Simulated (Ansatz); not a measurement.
# C2H7Al2Cl: the cost of one run

Program: Ansatz 0.2.0. Level of theory: RKS B3LYP-D4/def2-SVP. These are calculated values, not measurements.

### 1 The system as given

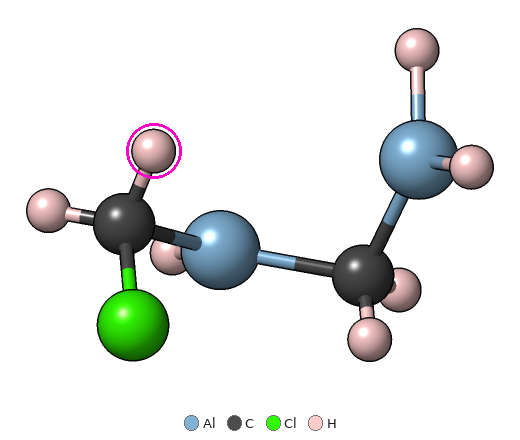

The starting structure, seen from a free direction (aluminium light blue, carbon dark grey, chlorine green, hydrogen pink). Ringed: H11.

Coordinates:

```xyz
12

Al   -1.8050    0.8949   -0.6802
C    -0.8665   -0.7716   -0.9396
Al    0.3504   -1.0252    0.5770
C     1.8561    0.3498    0.9586
Cl    2.8311    0.5038   -0.4816
H    -1.7028    2.1258   -1.7689
H    -2.7313    1.1561    0.6100
H    -1.5410   -1.5971   -0.9893
H    -0.2779   -0.7072   -1.8406
H     0.2687   -2.3253    1.5333
H     1.2864    1.3121    1.2043
H     2.4089    0.0288    1.8508
```

### 2 End point A

Input file input.yaml:

```yaml
crystal:
  periodic: [false, false, false]
  atoms:
    - { symbol: Al, position_ang: [-1.805, 0.8949, -0.6802] }
    - { symbol: C, position_ang: [-0.8665, -0.7716, -0.9396] }
    - { symbol: Al, position_ang: [0.3504, -1.0252, 0.577] }
    - { symbol: C, position_ang: [1.8561, 0.3498, 0.9586] }
    - { symbol: Cl, position_ang: [2.8311, 0.5038, -0.4816] }
    - { symbol: H, position_ang: [-1.7028, 2.1258, -1.7689] }
    - { symbol: H, position_ang: [-2.7313, 1.1561, 0.61] }
    - { symbol: H, position_ang: [-1.541, -1.5971, -0.9893] }
    - { symbol: H, position_ang: [-0.2779, -0.7072, -1.8406] }
    - { symbol: H, position_ang: [0.2687, -2.3253, 1.5333] }
    - { symbol: H, position_ang: [1.2864, 1.3121, 1.2043] }
    - { symbol: H, position_ang: [2.4089, 0.0288, 1.8508] }
basis:
  gaussian: { orbitals: def2-SVP }
hamiltonian:
  xc: b3lyp
  dispersion: d4
relax:
  f_tol: 0.02
  max_steps: 50
```

The run is started by

```console
> ansatz run input.yaml --threads 2 --pin off --max-ram 3072MiB --backend cpu --events-out ev --progress --plain --runs-dir out
```

What time and memory should one allow on 2 threads of INTEL XEON PLATINUM 8581C at 2.30GHz (Emerald Rapids), shared host?

About 41 s, with a peak of 0.3 GiB.
